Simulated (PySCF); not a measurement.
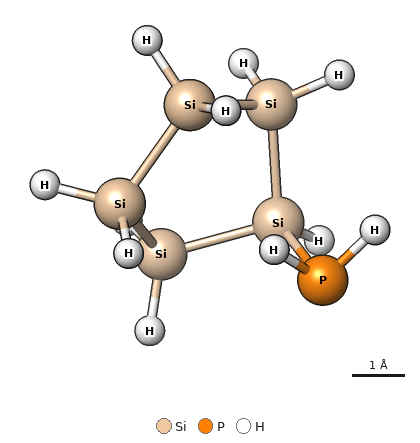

Fig. 1: The structure as given in the input (ball-and-stick view, seen at a tilt).

## Si$_{5}$PH$_{11}$: core-level calculation

- system: Si$_{5}$PH$_{11}$, SMILES P[SiH]1[SiH2][SiH2][SiH2][SiH2]1
- method: delta-SCF UKS SCAN, pcX-2 on the ionised atom, pcseg-1 elsewhere, spin-free X2C (PySCF 2.14.0)

## Log
```
ground state, core basis on atom 0 (Si), 205 functions
  cycle   1  E = -1798.97092225  |g| = 1.96e-01
  cycle   2  E = -1798.97219843  |g| = 1.75e-01
  cycle   3  E = -1798.98260446  |g| = 6.12e-02
  cycle   4  E = -1798.98409676  |g| = 1.68e-02
  cycle   5  E = -1798.98421612  |g| = 3.86e-03
  cycle   6  E = -1798.98421970  |g| = 9.34e-04
  cycle   7  E = -1798.98422184  |g| = 3.10e-04
  E(ground) = -1799.12299472 Eh
hole in Si 2p of atom 0
  cycle   1  E = -1794.71543419  |g| = 1.24e+00
  cycle   2  E = -1793.82087992  |g| = 1.51e+00
  cycle   3  E = -1794.90413646  |g| = 4.17e-01
[... 6 cycles left out ...]
  E(ion) = -1795.21699146 Eh   <S^2> = 0.7524   hole on atom = 1.002   binding energy = 106.288 eV
  2p3/2 = 106.081 eV   2p1/2 = 106.704 eV
ground state, core basis on atom 1 (Si), 205 functions
[... 6 cycles left out ...]
  E(ground) = -1799.12276847 Eh
hole in Si 2p of atom 1
[... 10 cycles left out ...]
  E(ion) = -1795.21651537 Eh   <S^2> = 0.7535   hole on atom = 1.002   binding energy = 106.295 eV
  2p3/2 = 106.091 eV   2p1/2 = 106.714 eV
ground state, core basis on atom 3 (Si), 205 functions
[... 6 cycles left out ...]
  E(ground) = -1799.12301719 Eh
hole in Si 2p of atom 3
[... 10 cycles left out ...]
  E(ion) = -1795.21978232 Eh   <S^2> = 0.7532   hole on atom = 1.002   binding energy = 106.212 eV
  2p3/2 = 106.009 eV   2p1/2 = 106.632 eV
ground state, core basis on atom 4 (Si), 205 functions
[... 6 cycles left out ...]
  E(ground) = -1799.12343457 Eh
hole in Si 2p of atom 4
[... 9 cycles left out ...]
  E(ion) = -1795.21896452 Eh   <S^2> = 0.7532   hole on atom = 1.002   binding energy = 106.246 eV
  2p3/2 = 106.024 eV   2p1/2 = 106.647 eV
ground state, core basis on atom 5 (P), 205 functions
[... 6 cycles left out ...]
  E(ground) = -1799.15698684 Eh
hole in P 2p of atom 5
[... 1 cycle left out ...]
  cycle   2  E = -1790.82807764  |g| = 2.08e+00
  cycle   3  E = -1793.51296651  |g| = 7.06e-01
  cycle   4  E = -1793.96001354  |g| = 1.87e-01
  cycle   5  E = -1793.97473808  |g| = 1.08e-01
  cycle   6  E = -1793.98385361  |g| = 2.94e-02
  cycle   7  E = -1793.98437929  |g| = 1.30e-02
  cycle   8  E = -1793.98451001  |g| = 3.51e-03
  cycle   9  E = -1793.98451938  |g| = 1.09e-03
  cycle  10  E = -1793.98452045  |g| = 6.08e-04
  cycle  11  E = -1793.98452007  |g| = 2.50e-04
  E(ion) = -1794.14537575 Eh   <S^2> = 0.7538   hole on atom = 1.002   binding energy = 136.373 eV
  2p3/2 = 136.137 eV   2p1/2 = 137.028 eV
```

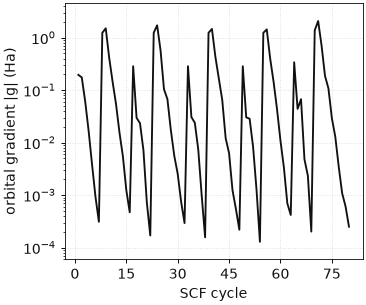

Fig. 2: Convergence of the self-consistent field: orbital gradient |g| against the SCF cycle. All cycles printed in the log are drawn one after another.

This output came from the following input.

## Input
```
{"job": {"kind": "xps", "holes": 5}, "charge": 0, "multiplicity": 1}
Si    -0.680607    -1.868784     0.717851
Si     1.543625    -1.103902     0.868101
Si     1.413862     1.253774     0.683948
Si    -0.869574     1.752065     0.364565
Si    -1.633644    -0.217869    -0.650861
P     -0.610918    -0.455731    -2.675763
H     -0.786266    -3.251217     0.157560
H     -1.318470    -1.831370     2.072353
H      2.339989    -1.657912    -0.272442
H      2.196064    -1.517232     2.149478
H      2.212141     1.718761    -0.494132
H      1.950206     1.917805     1.913043
H     -1.076513     2.957140    -0.498255
H     -1.524406     1.980703     1.692764
H     -3.113613    -0.323643    -0.834063
H      0.695600    -0.264595    -2.120805
H     -0.742568     0.918224    -3.050990
```

The first line tells a small driver script what to run in PySCF; the rest is the geometry in Å.

Command:
```bash
OMP_NUM_THREADS=1 python <driver script> task.json out
```

## Summary

| quantity | value |
| --- | --- |
| outcome | converged |
| hardware | 1 CPU thread, shared host |
| wall time | 70 s |
| peak memory | 0.8 GiB |
